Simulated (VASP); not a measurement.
Band structure of BaZrO₃ (cubic perovskite). Level of theory: PBE GGA with D3 dispersion (Becke-Johnson damping), VASP's PBE PAW potentials (set 64) (plane waves; VASP 6.6.1).

Unless said otherwise, spin-orbit coupling is left out, though it shifts the bands of the heavy elements here.

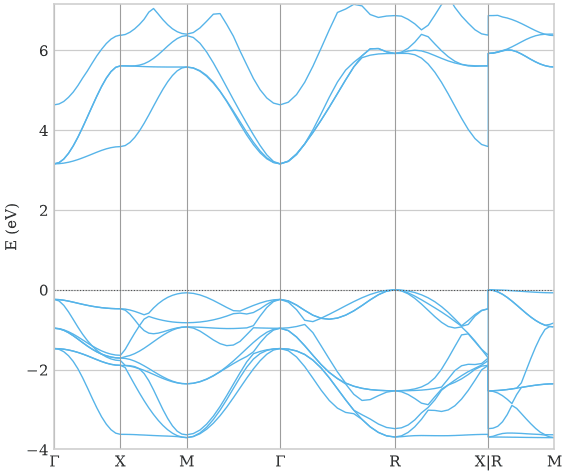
Figure: Bands along high-symmetry lines, zero at the valence-band maximum or, without a gap, the Fermi level

**Question.** Read the plot: is there a gap, and where are the band edges?

**Answer.** The gap is indirect, 3.16 eV, from the valence maximum at R to the conduction minimum at Γ. (Edges off the drawn lines would not show.)

The compound is BaZrO3 in the cubic perovskite structure. It was relaxed first.
